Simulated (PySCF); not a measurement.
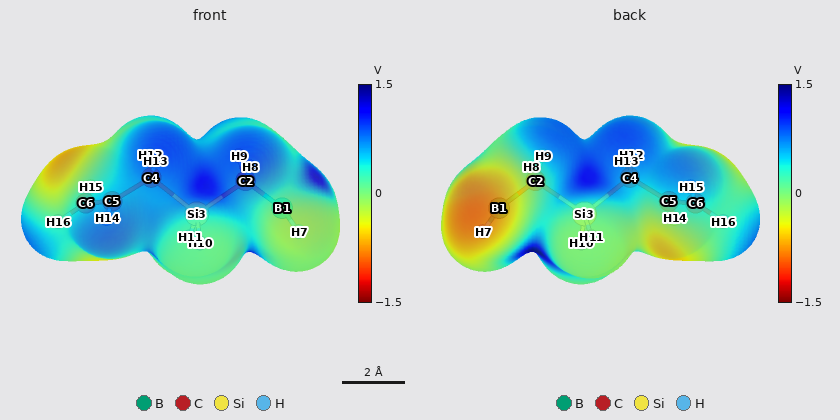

Figure. C4H10BSi (doublet). The molecular electrostatic potential painted on the density surface at 0.002 e/bohr³, seen from the front and from behind; red is negative and blue positive.

Geometry: GFN2-xTB.

Method: UKS B3LYP, pcH-1 on B C H Si, non-relativistic, mean-field spin-orbit, GIAO (PySCF 2.14.0, density-fitted response routines).

Input file:

```
{"job": {"kind": "epr", "basis": "pcH-1"}, "charge": 0, "multiplicity": 2}
B      3.381333    -0.671223    -0.364804
C      2.305162     0.326801     0.078399
Si     0.634530    -0.588701     0.303706
C     -0.710552     0.724734     0.668131
C     -2.042885     0.077336     0.771489
C     -2.960846     0.092158    -0.178386
H      3.876610    -1.478438     0.316330
H      2.545617     0.766803     1.052506
H      2.122146     1.161033    -0.603738
H      0.707268    -1.544099     1.417339
H      0.271456    -1.310888    -0.923282
H     -0.723497     1.469012    -0.128935
H     -0.480176     1.242056     1.600922
H     -2.225898    -0.461740     1.691879
H     -2.801989     0.615865    -1.106977
H     -3.905878    -0.411766    -0.071024
```

Command:

```sh
OMP_NUM_THREADS=1 python probes_run.py task.json out
```

Question: Describe the electrostatic potential map.

Answer: The most negative region (about −0.9 V) lies over H7, the most positive (about +1.4 V) over B1 and Si3.
